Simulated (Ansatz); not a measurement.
**CH8Al2Si: how energies converge with the basis set**

Aim: see how fast density functionals converge with the basis set for CH8Al2Si.

Method: one geometry, several basis sets; program: Ansatz 0.2.0, Gaussian basis.

The runs, in order: PBE0-D4/def2-SVP; ωB97M-V/def2-SVP; PBE0-D4/def2-QZVPP; ωB97M-V/def2-QZVPP; the functionals' def2-TZVPP values are taken from earlier runs.

## Step 1: The geometry

The geometry comes from an earlier relaxation with PBE0-D4 in a triple-zeta def2 set; it is a stationary point, not always the lowest conformer.

SMILES `C[SiH2][AlH][AlH2]`, 12 atoms, charge 0, spin multiplicity 1.

Atoms are counted from 1 here; the program's logs count them from 0.

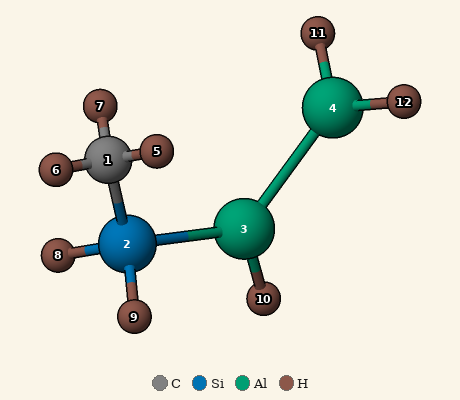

The structure; carbon grey, silicon blue, aluminium teal, hydrogen brown; atoms are numbered from 1 in the order of the file.

## Step 2: PBE0-D4 in def2-SVP

in.yaml

```yaml
crystal:
  periodic: [false, false, false]
  atoms:
    - {symbol: C, position_ang: [-0.971819, 1.738775, -0.229197]}
    - {symbol: Si, position_ang: [0.272711, 1.129195, 1.048768]}
    - {symbol: Al, position_ang: [1.061113, -1.178137, 0.675645]}
    - {symbol: Al, position_ang: [0.245149, -2.648908, -1.290988]}
    - {symbol: H, position_ang: [-0.539717, 1.720557, -1.232645]}
    - {symbol: H, position_ang: [-1.284717, 2.763052, -0.014788]}
    - {symbol: H, position_ang: [-1.863713, 1.107468, -0.235315]}
    - {symbol: H, position_ang: [-0.342840, 1.226868, 2.408923]}
    - {symbol: H, position_ang: [1.446273, 2.057103, 1.062585]}
    - {symbol: H, position_ang: [2.125629, -1.746649, 1.724302]}
    - {symbol: H, position_ang: [-1.040582, -3.587784, -1.169151]}
    - {symbol: H, position_ang: [0.969312, -2.636741, -2.714038]}
basis:
  gaussian: {orbitals: def2-SVP}
hamiltonian: {xc: pbe0, dispersion: d4}
output: {orbitals: {seedname: orbitals}}
```

The run is started by

```sh
ansatz run in.yaml --threads 4 --pin off --events-out ev --progress --plain --max-ram 10444MiB
```

What it wrote:

```text
Functional definition: PBE0
  name "PBE0"
  cite "Adamo & Barone, J. Chem. Phys. 110, 6158 (1999) doi:10.1063/1.478522"
  cite "Perdew, Burke & Ernzerhof, Phys. Rev. Lett. 77, 3865 (1996) doi:10.1103/PhysRevLett.77.3865"
  parent pbe
  parameter a = 0.25
  parameter kappa = 0.804
  parameter beta = 0.06672455060314922
  exchange = (1 - a)*pbe_x(kappa = kappa, mu = beta*pi^2/3) + a*exact_x
  correlation = pbe_c(beta = beta)
1047 factors; integrals over basis functions are off by at most 1.3e-3 eV
mean field evaluation 1: about -22214.9974 eV, gradient 4.1e1 eV
mean field evaluation 2: about -22213.7768 eV, gradient 4.4e1 eV
mean field evaluation 4: about -22219.3507 eV, gradient 8.4e-1 eV
mean field evaluation 8: about -22219.4453 eV, gradient 4.9e-2 eV
mean field evaluation 16: about -22219.4453 eV, gradient 1.7e-5 eV
mean field -22219.44532054 eV, -816.5495546490 hartree, gradient 1.7e-5 eV, S^2 0.000000; 0 other end points of the search recorded, 0 dependent functions left out
reference -22219.44535896 eV, -816.5495560609 hartree; 27, 27 occupied and 81, 81 virtual orbitals, 1047 factors
Total energy: -22219.64642681 eV, -816.5569451681 hartree
```

It took 0.7 s on 4 threads of INTEL XEON PLATINUM 8581C at 2.10GHz, shared host.

## Step 3: ωB97M-V in def2-SVP

Edit in.yaml of step 2 so:

```diff
@@ -17,3 +17,3 @@
   gaussian: {orbitals: def2-SVP}
-hamiltonian: {xc: pbe0, dispersion: d4}
+hamiltonian: {xc: {name: wB97M-V}}
 output: {orbitals: {seedname: orbitals}}
```

Launched as before.

What it wrote, cut to the lines that bear on the results:

```text
Functional definition: wB97M-V
  name "wB97M-V"
  cite "Mardirossian & Head-Gordon, J. Chem. Phys. 144, 214110 (2016) doi:10.1063/1.4952647"
  cite "Becke, J. Chem. Phys. 107, 8554 (1997) doi:10.1063/1.475007"
  cite "Vydrov & Van Voorhis, J. Chem. Phys. 133, 244103 (2010) doi:10.1063/1.3521275"
  # Of w^i u^j: cxij and so on, Table III.
[...]
  gx(w, u) = 1 - cx + cx01*u + cx10*w
  gss(w, u) = css00 + css04*u^4 + css10*w + css20*w^2 + css43*w^4*u^3
  gos(w, u) = cos00 + cos10*w + (cos20 + cos21*u)*w^2 + (cos60 + cos61*u)*w^6
[...]
      + integral(e_c_pw_mod_opposite_spin*gos(b97_w_opposite, b97_u_opposite)) + vv10(b, c)
1232 factors; their error is unknown
391 factors; integrals over basis functions are off by at most 1.2e-5 eV
[...]
mean field -22227.51006788 eV, -816.8459286470 hartree, gradient 2.1e-5 eV, S^2 0.000000; 0 other end points of the search recorded, 0 dependent functions left out
reference -22227.51012929 eV, -816.8459309039 hartree; 27, 27 occupied and 81, 81 virtual orbitals, 1232 factors
Total energy: -22227.51012929 eV, -816.8459309039 hartree
```

Wall time 2.5 s (4 threads of INTEL XEON PLATINUM 8581C at 2.10GHz, shared host); peak memory 0.38 GiB.

## Step 4: PBE0-D4 in def2-QZVPP

Edit in.yaml of step 3 so:

```diff
@@ -16,4 +16,4 @@
 basis:
-  gaussian: {orbitals: def2-SVP}
-hamiltonian: {xc: {name: wB97M-V}}
+  gaussian: {orbitals: "def2-QZVPP.json"}
+hamiltonian: {xc: pbe0, dispersion: d4}
 output: {orbitals: {seedname: orbitals}}
```

The command is unchanged.

What it wrote:

```text
Functional definition: PBE0
  name "PBE0"
  cite "Adamo & Barone, J. Chem. Phys. 110, 6158 (1999) doi:10.1063/1.478522"
  cite "Perdew, Burke & Ernzerhof, Phys. Rev. Lett. 77, 3865 (1996) doi:10.1103/PhysRevLett.77.3865"
  parent pbe
  parameter a = 0.25
  parameter kappa = 0.804
  parameter beta = 0.06672455060314922
  exchange = (1 - a)*pbe_x(kappa = kappa, mu = beta*pi^2/3) + a*exact_x
  correlation = pbe_c(beta = beta)
1870 factors; their error is unknown
mean field evaluation 1: about -22222.4839 eV, gradient 5.1e1 eV
mean field evaluation 2: about -22219.9331 eV, gradient 5.6e1 eV
mean field evaluation 4: about -22228.7664 eV, gradient 1.5e0 eV
mean field evaluation 8: about -22228.7736 eV, gradient 7.5e-2 eV
mean field evaluation 16: about -22228.7883 eV, gradient 1.9e-5 eV
mean field -22228.78825802 eV, -816.8929012684 hartree, gradient 1.9e-5 eV, S^2 0.000000; 0 other end points of the search recorded, 0 dependent functions left out
reference -22228.78831865 eV, -816.8929034967 hartree; 27, 27 occupied and 480, 480 virtual orbitals, 1870 factors
Total energy: -22228.98938651 eV, -816.9002926039 hartree
```

Run time: 6 s. Hardware: 4 threads of INTEL XEON PLATINUM 8581C at 2.10GHz, shared host; peak memory 2 GiB.

## Step 5: ωB97M-V in def2-QZVPP

Edit in.yaml of step 4 so:

```diff
@@ -17,3 +17,3 @@
   gaussian: {orbitals: "def2-QZVPP.json"}
-hamiltonian: {xc: pbe0, dispersion: d4}
+hamiltonian: {xc: {name: wB97M-V}}
 output: {orbitals: {seedname: orbitals}}
```

The command is unchanged.

What it wrote, cut to the lines that bear on the results:

```text
Functional definition: wB97M-V
  name "wB97M-V"
  cite "Mardirossian & Head-Gordon, J. Chem. Phys. 144, 214110 (2016) doi:10.1063/1.4952647"
  cite "Becke, J. Chem. Phys. 107, 8554 (1997) doi:10.1063/1.475007"
  cite "Vydrov & Van Voorhis, J. Chem. Phys. 133, 244103 (2010) doi:10.1063/1.3521275"
  # Of w^i u^j: cxij and so on, Table III.
[...]
  gx(w, u) = 1 - cx + cx01*u + cx10*w
  gss(w, u) = css00 + css04*u^4 + css10*w + css20*w^2 + css43*w^4*u^3
  gos(w, u) = cos00 + cos10*w + (cos20 + cos21*u)*w^2 + (cos60 + cos61*u)*w^6
[...]
      + integral(e_c_pw_mod_opposite_spin*gos(b97_w_opposite, b97_u_opposite)) + vv10(b, c)
1764 factors; their error is unknown
493 factors; integrals over basis functions are off by at most 1.5e-5 eV
[...]
mean field -22236.96950814 eV, -817.1935566648 hartree, gradient 2.1e-5 eV, S^2 0.000000; 0 other end points of the search recorded, 0 dependent functions left out
reference -22236.96960468 eV, -817.1935602128 hartree; 27, 27 occupied and 480, 480 virtual orbitals, 1764 factors
Total energy: -22236.96960468 eV, -817.1935602128 hartree
```

It took 12 s on 4 threads of INTEL XEON PLATINUM 8581C at 2.10GHz, shared host; peak memory 2.4 GiB.

## Step 6: Density functionals: the series

The def2-TZVPP values come from earlier runs at the same geometry.

| functional | basis | functions | energy (eV) | from the largest (eV) | HOMO (eV) | LUMO (eV) |
| --- | --- | --- | --- | --- | --- | --- |
| PBE0-D4 | def2-SVP | 108 | -22219.6464 | 9.343 | -6.63 | -2.30 |
| PBE0-D4 | def2-TZVPP | 269 | -22228.2651 | 0.724 | -6.58 | -2.29 |
| PBE0-D4 | def2-QZVPP | 507 | -22228.9894 | 0.000 | -6.58 | -2.29 |
| ωB97M-V | def2-SVP | 108 | -22227.5101 | 9.459 | -8.43 | -0.61 |
| ωB97M-V | def2-TZVPP | 269 | -22236.2521 | 0.718 | -8.42 | -0.65 |
| ωB97M-V | def2-QZVPP | 507 | -22236.9696 | 0.000 | -8.42 | -0.71 |

## Step 7: Summary of results

```
                                       quantity          value
PBE0-D4: double and triple zeta above quadruple  9.34, 0.72 eV
ωB97M-V: double and triple zeta above quadruple  9.46, 0.72 eV
```

**Reading.** For PBE0-D4 the step from double to triple zeta gains 8.62 eV and the next only 0.72 eV. Total energies overstate the basis error of differences, where much of it tends to cancel.

For PBE0-D4 the largest set took about 9 times as long as the smallest (6 s against 0.7 s).
